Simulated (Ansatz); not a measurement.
# CH$_{6}$N$_{2}$Si: what the fields show

The calculation's input:

```
crystal:
  periodic: [false, false, false]
  atoms:
    - { symbol: C, position_ang: [0.6518, 0.2805, -2.4232] }
    - { symbol: "N", position_ang: [1.4441, 0.2833, -3.2424] }
    - { symbol: H, position_ang: [-0.075, 0.2857, -1.6509] }
    - { symbol: Si, position_ang: [-0.0867, -0.7603, 1.2029] }
    - { symbol: "N", position_ang: [-0.6204, 0.7745, 0.6007] }
    - { symbol: H, position_ang: [-1.2233, -1.6476, 0.9653] }
    - { symbol: H, position_ang: [1.074, -1.088, 0.376] }
    - { symbol: H, position_ang: [0.2887, -0.7843, 2.6211] }
    - { symbol: H, position_ang: [0.0484, 1.5306, 0.605] }
    - { symbol: H, position_ang: [-1.5017, 1.1254, 0.9456] }
basis:
  gaussian: { orbitals: "6-31G" }
hamiltonian:
  xc: { name: BHLYP }
relax:
  f_tol: 0.02
  max_steps: 40
scf:
  lower_state_search: "off"
output:
  orbitals: {}
```

Launched as:

```sh
ansatz run input.yaml --threads 1 --pin off --max-ram 2048MiB --backend cpu --events-out ev --progress --plain --runs-dir out
```

The fields are those of the relaxed geometry.

At this geometry the atoms fall into two loosely joined parts.

Level of theory: RKS BHLYP/6-31G (Ansatz).

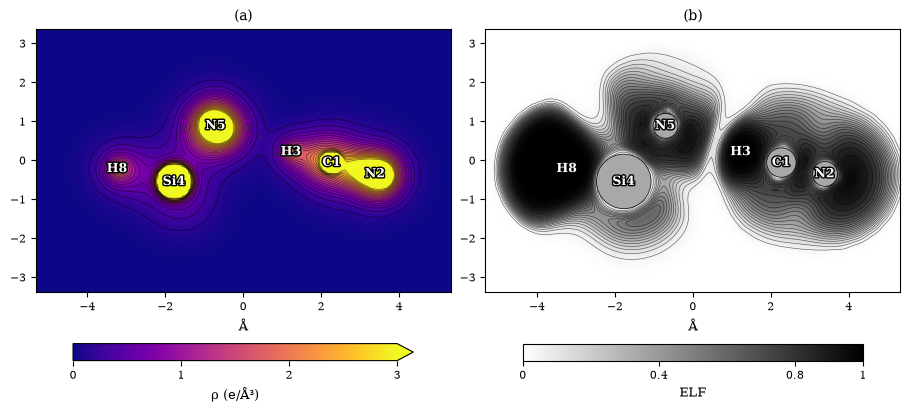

Figure 1. (a) total electron density; (b) electron localisation function on the plane of atoms N5, Si4 and H8. Grey discs cover the atomic cores in the ELF map.

> Interpret the plot.

The plane passes through C, N, H and Si nuclei. C–N (1.16 Å): the density is about 3.4 e/Å³ at the midpoint; the ELF peaks at about 0.90 between the atoms (a short, multiple covalent bond). Si–N (1.78 Å): ρ is about 0.84 e/Å³ halfway; the ELF peaks at about 0.90 between the atoms; a shared but strongly polarised pair. C–H (1.08 Å): ρ is about 2 e/Å³ halfway; the ELF climbs to about 1 towards the hydrogen, as it does in any bond to H (an ordinary covalent bond to hydrogen). Si–H (1.50 Å): the density is about 0.66 e/Å³ at the midpoint; the ELF climbs to about 1 towards the hydrogen. The ELF also peaks beside N2, away from the bonds: lone-pair regions.

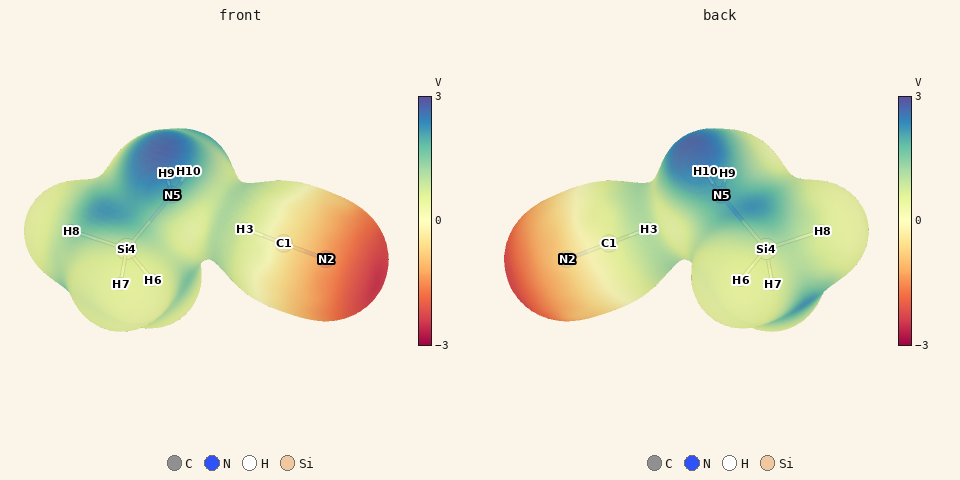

Figure 2. The molecular electrostatic potential painted on the density surface at 0.004 e/bohr³, seen from the front and from behind; the colour scale runs from red (negative) to blue (positive).

> Where is the surface potential most negative and most positive?

The most negative region (about −2.4 V, or −55 kcal/mol for a unit charge) lies over N2, the most positive (about +2.8 V, or +65 kcal/mol for a unit charge) over H9 and H10. N2 is the likeliest acceptor of a hydrogen bond.

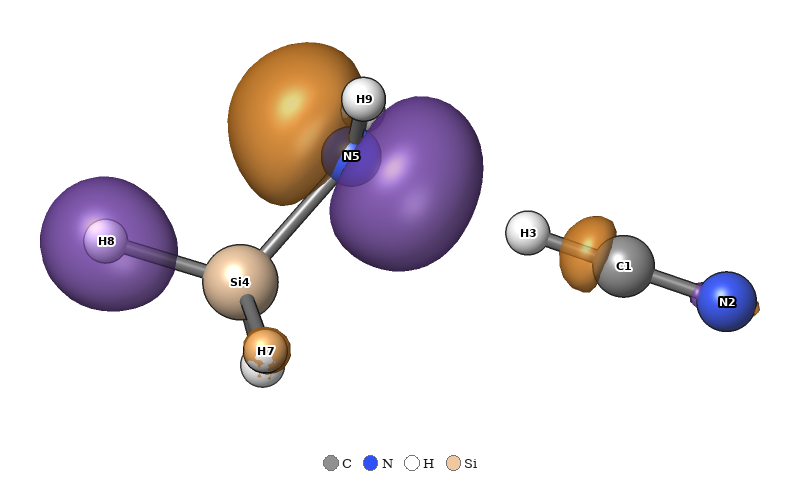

Figure 3. The HOMO at ±0.15 Å⁻³ᐟ² (orange and purple are the two phases), seen across its widest extent.

> Describe this orbital and give its energy.

It lies mainly on N5 (about 60 %) and H8 (about 10 %). Its energy is −9.15 eV.
